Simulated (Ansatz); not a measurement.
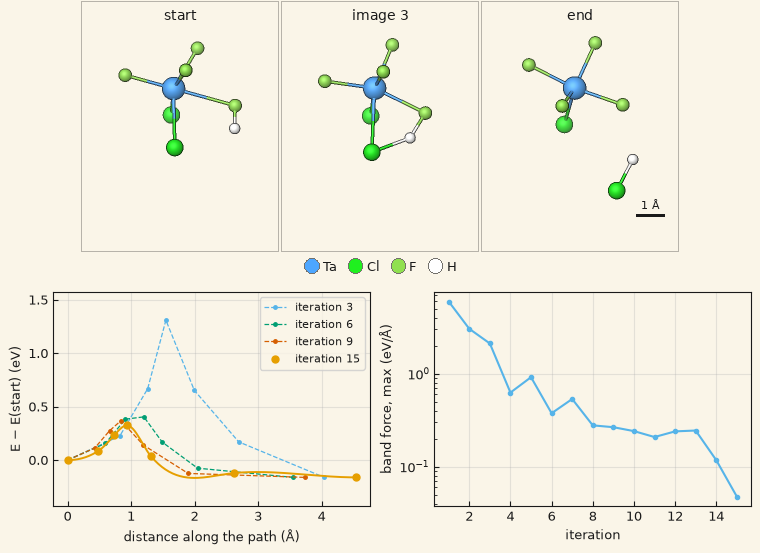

NEB run on TaHCl₂F₄. Images are numbered from 0 (start) to 6 (end). The plot follows the band through its iterations. The picture is a ball-and-stick view, seen from a free direction.

The calculation used RKS B3LYP/def2-SVP (Ansatz 0.2.0). Set-up: 5 movable images; climbing image; force threshold 0.05 eV/Å; iteration limit 60; starting path through a guess of the saddle point.

Q: Did the band converge, and can the barrier be trusted?

A: The run is converged, with reservations. The band converged in 15 iterations. The largest component of the band force went from 6 to 0.048 eV/Å. The climbing image converged on the top of the path. Its curvatures weren't checked. The first iteration put the highest image at 4.30 eV. The energy climbs by 0.32 eV to image 3 and then falls by 0.49 eV, so the end point sits at −0.16 eV.

Cost: 4 min on 4 threads of Arm Neoverse V1, with other jobs on the host, peak memory 0.33 GiB.
